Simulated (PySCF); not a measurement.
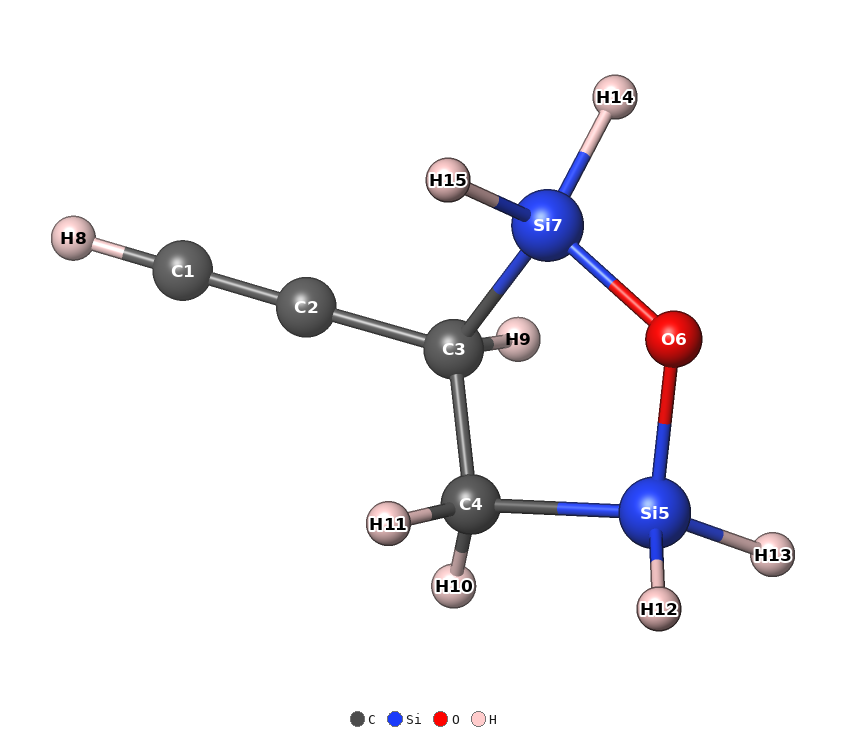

Computed geometry: PBE0-D3(BJ)/def2-SVP optimisation. No frequency run is at hand to confirm it as a minimum. Level of theory: delta-SCF UKS SCAN, pcX-2 on the ionised atom, pcseg-1 elsewhere, spin-free X2C (PySCF 2.14.0).

Give the core-electron binding energies (to vacuum; p and d levels without spin–orbit splitting) of C1 1s, C2 1s, C3 1s, C4 1s, Si5 1s, Si5 2p, O6 1s, Si7 1s, Si7 2p.

| atom | level | binding energy (eV) |
| --- | --- | --- |
| C1 | 1s | 289.9 |
| C2 | 1s | 290.6 |
| C3 | 1s | 291.1 |
| C4 | 1s | 290.4 |
| Si5 | 1s | 1847.2 |
| Si5 | 2p | 107.5 |
| O6 | 1s | 537.7 |
| Si7 | 1s | 1847.2 |
| Si7 | 2p | 107.5 |
